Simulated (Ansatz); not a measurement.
# CH3BOS (SMILES B1OCS1): a short trajectory

The task is to watch the atoms for 60 steps of 0.25 fs, started with velocities for 500 K and run at constant energy.

Program: Ansatz 0.2.0, Gaussian basis. Level of theory: CAM-B3LYP-D4/6-31G. These are calculated values, not measurements.

**1. The system as given**

SMILES `B1OCS1`, 7 atoms, charge 0, spin multiplicity 1.

Atoms are counted from 1 here; the program's logs count them from 0.

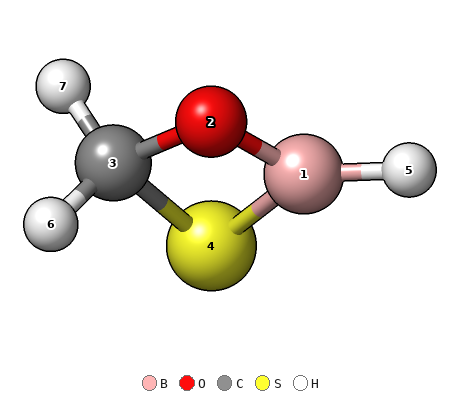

The starting geometry (boron pink, oxygen red, carbon grey, sulfur yellow, hydrogen white); atoms are numbered from 1 in the order of the file.

As a file:

```mol
CH3BOS
  3D, bonds by distance, orders not assigned

  7  7  0  0  0  0  0  0  0  0999 V2000
   -0.9872    0.4684   -0.4541 B   0  0
   -0.2964    0.5839    0.7077 O   0  0
    0.7272   -0.3191    0.3848 C   0  0
    0.0812   -0.7249   -1.2818 S   0  0
   -1.9665    1.0109   -0.7540 H   0  0
    1.7041    0.1639    0.3470 H   0  0
    0.7375   -1.1831    1.0505 H   0  0
  1  2  8  0
  1  4  8  0
  1  5  8  0
  2  3  8  0
  3  4  8  0
  3  6  8  0
  3  7  8  0
M  END
```

**2. Dynamics**

Contents of md/in.yaml:

```yaml
crystal:
  periodic: [false, false, false]
  atoms:
    - {symbol: B, position_ang: [-0.987160, 0.468430, -0.454130]}
    - {symbol: O, position_ang: [-0.296390, 0.583880, 0.707660]}
    - {symbol: C, position_ang: [0.727220, -0.319100, 0.384800]}
    - {symbol: S, position_ang: [0.081200, -0.724870, -1.281800]}
    - {symbol: H, position_ang: [-1.966450, 1.010880, -0.753950]}
    - {symbol: H, position_ang: [1.704060, 0.163910, 0.346990]}
    - {symbol: H, position_ang: [0.737520, -1.183110, 1.050450]}
basis:
  gaussian: {orbitals: 6-31G}
hamiltonian: {xc: {name: CAM-B3LYP}, dispersion: d4}
md: {n_steps: 60, timestep: 0.25, temperature: 500, ensemble: nve, seed: 563, initial_velocities: maxwell_boltzmann}
```

Run with:

```bash
ansatz run in.yaml --threads 2 --pin off --events-out ev --progress --plain --max-ram 3481MiB
```

What it wrote, cut to the lines that bear on the results:

```text
Functional definition: CAM-B3LYP
  name "CAM-B3LYP"
  cite "Yanai, Tew & Handy, Chem. Phys. Lett. 393, 51 (2004) doi:10.1016/j.cplett.2004.06.011"
  cite "Iikura, Tsuneda, Yanai & Hirao, J. Chem. Phys. 115, 3540 (2001) doi:10.1063/1.1383587"
  cite "Becke, Phys. Rev. A 38, 3098 (1988) doi:10.1103/PhysRevA.38.3098"
  cite "Lee, Yang & Parr, Phys. Rev. B 37, 785 (1988) doi:10.1103/PhysRevB.37.785"
  cite "Vosko, Wilk & Nusair, Can. J. Phys. 58, 1200 (1980) doi:10.1139/p80-159"
[...]
  # Exact exchange under (alpha + beta erf(omega r))/r, Becke's under what is left of 1/r.
[...]
617 factors; integrals over basis functions are off by at most 1.8e-4 eV
254 factors; integrals over basis functions are off by at most 6.7e-7 eV
[...]
mean field -14640.90603412 eV, -538.0433727914 hartree, gradient 1.9e-5 eV, S^2 0.000000; 0 other end points of the search recorded, 0 dependent functions left out
[...]
reference -14640.90612493 eV, -538.0433761286 hartree; 19, 19 occupied and 27, 27 virtual orbitals, 617 factors
md step     0: t =     0.00 fs  T =   500.0 K  F+E_penalty+E_count = -14641.01776203 eV  E_kin = 0.323150 eV  conserved = -14640.69461203 eV  (24 SCF iters)
[...]
md step    15: t =     3.75 fs  T =   400.8 K  F+E_penalty+E_count = -14640.95349801 eV  E_kin = 0.259045 eV  conserved = -14640.69445334 eV  (24 SCF iters)
[...]
md step    30: t =     7.50 fs  T =   398.0 K  F+E_penalty+E_count = -14640.95170900 eV  E_kin = 0.257250 eV  conserved = -14640.69445884 eV  (23 SCF iters)
[...]
md step    45: t =    11.25 fs  T =   493.0 K  F+E_penalty+E_count = -14641.01320439 eV  E_kin = 0.318635 eV  conserved = -14640.69456893 eV  (24 SCF iters)
[...]
md step    59: t =    14.75 fs  T =   415.8 K  F+E_penalty+E_count = -14640.96323331 eV  E_kin = 0.268720 eV  conserved = -14640.69451306 eV  (25 SCF iters)
[...]
md step    60: t =    15.00 fs  T =   406.8 K  F+E_penalty+E_count = -14640.95745924 eV  E_kin = 0.262947 eV  conserved = -14640.69451209 eV  (26 SCF iters)
Total energy: -14640.95755089 eV, -538.0452659979 hartree
Atom 0 at    -1.009663     0.477223    -0.476532 Å, force     0.079981     0.453166     1.119461 eV/Å
Atom 1 at    -0.328130     0.646571     0.792485 Å, force     0.341765    -1.410680    -2.307578 eV/Å
Atom 2 at     0.818685    -0.337193     0.458944 Å, force    -1.273754     0.616666     0.033209 eV/Å
Atom 3 at     0.066701    -0.751537    -1.348460 Å, force     0.724992     0.318311     1.350057 eV/Å
Atom 4 at    -2.027056     0.985705    -0.882749 Å, force     0.597778    -0.145383     0.511067 eV/Å
Atom 5 at     1.781094     0.155589     0.507926 Å, force     0.020091     0.366920    -0.559172 eV/Å
Atom 6 at     0.837471    -1.175190     1.148896 Å, force    -0.490854    -0.199001    -0.147045 eV/Å
Dipole moment:     0.207878    -0.101258     0.088264 e Å
```

It took 26 s on 2 threads of AMD EPYC 9R45, shared host; peak memory 0.13 GiB.

**3. Frames and traces**

Every 3 steps:

```csv
time (fs),T (K),potential (meV),potential + kinetic (meV),C3–S4 (Å),O2–C3 (Å),B1–O2 (Å)
0.00,500,0.0,0.0,1.833,1.403,1.357
0.75,500,0.3,0.0,1.840,1.404,1.360
1.50,477,15.1,0.0,1.848,1.407,1.365
2.25,443,37.0,0.1,1.857,1.411,1.371
3.00,415,55.3,0.2,1.866,1.416,1.377
3.75,401,64.3,0.2,1.876,1.422,1.385
4.50,399,65.7,0.1,1.885,1.430,1.393
5.25,399,65.1,0.1,1.895,1.438,1.402
6.00,398,65.8,0.1,1.905,1.446,1.411
6.75,396,67.3,0.1,1.914,1.455,1.420
7.50,398,66.1,0.2,1.924,1.465,1.429
8.25,409,58.9,0.2,1.933,1.475,1.437
9.00,430,45.2,0.1,1.942,1.485,1.444
9.75,457,27.7,0.1,1.951,1.496,1.449
10.50,481,12.3,0.1,1.960,1.506,1.454
11.25,493,4.6,0.0,1.968,1.515,1.457
12.00,490,6.7,0.1,1.976,1.524,1.458
12.75,475,16.4,0.1,1.983,1.531,1.459
13.50,455,29.4,0.1,1.990,1.538,1.457
14.25,432,43.8,0.1,1.996,1.543,1.454
15.00,407,60.3,0.1,2.001,1.547,1.450
```

Energies count from the start.

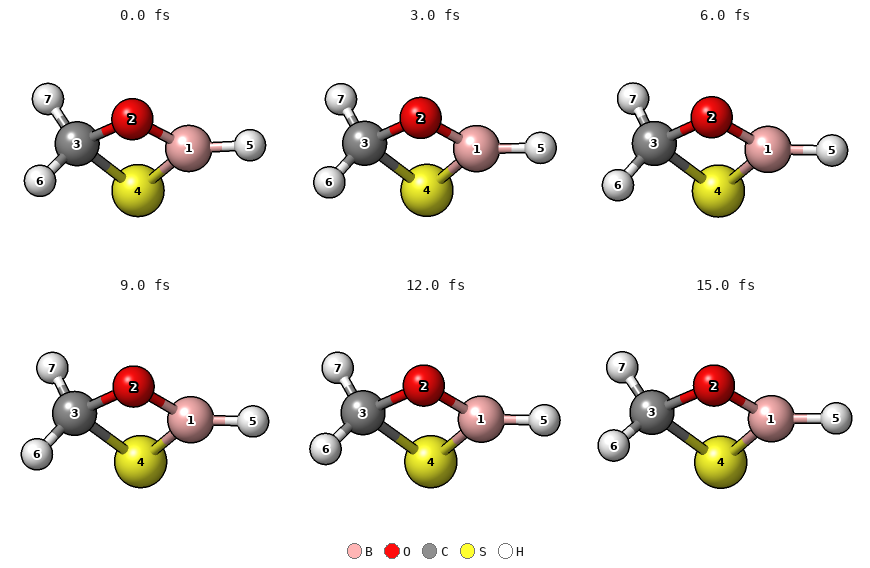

Six frames.

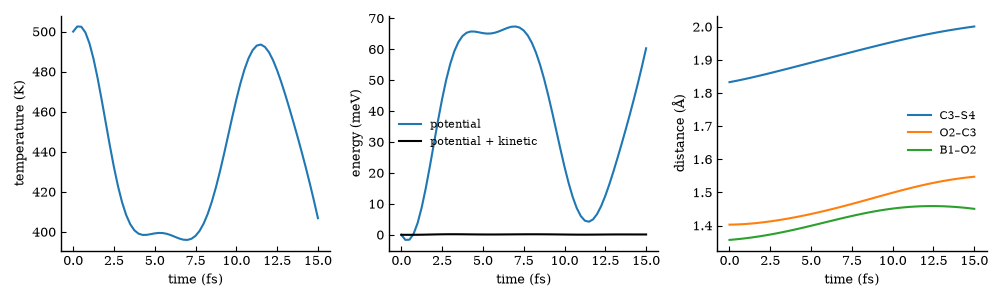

Temperature, energies and the distances followed.

Positions (Å) and forces (eV/Å) at 6.00 fs:

```xyz
7

B    -0.977    0.452   -0.476   -1.296    1.066    0.312
O    -0.306    0.606    0.756   -0.244    0.490   -0.624
C     0.765   -0.306    0.420    0.368   -1.176   -0.356
S     0.070   -0.730   -1.302    0.637   -0.874   -1.226
H    -1.970    0.940   -0.910    0.140    0.135    0.534
H     1.763    0.118    0.263   -0.383    0.007    0.842
H     0.637   -1.233    0.976    0.778    0.353    0.519
```

Positions (Å) and forces (eV/Å) at 15.00 fs:

```xyz
7

B    -1.010    0.477   -0.477    0.080    0.453    1.119
O    -0.328    0.647    0.792    0.342   -1.411   -2.308
C     0.819   -0.337    0.459   -1.274    0.617    0.033
S     0.067   -0.752   -1.348    0.725    0.318    1.350
H    -2.027    0.986   -0.883    0.598   -0.145    0.511
H     1.781    0.156    0.508    0.020    0.367   -0.559
H     0.837   -1.175    1.149   -0.491   -0.199   -0.147
```

**4. What came out**

```
                                                 quantity              value
                                                   length  60 steps, 15.0 fs
                                 temperature at the start              500 K
                            mean temperature, second half              451 K
lowest and highest potential energy, from the first frame      -2 and 67 meV
                    largest change of potential + kinetic            0.2 meV
```

In words: With no thermostat the total energy should stay fixed; it holds within 0.2 meV, small beside the kinetic energy, so the time step serves. The instant temperature ranges from 396 to 503 K, as energy passes between motion and strain. No bond breaks or forms, judged by distance.
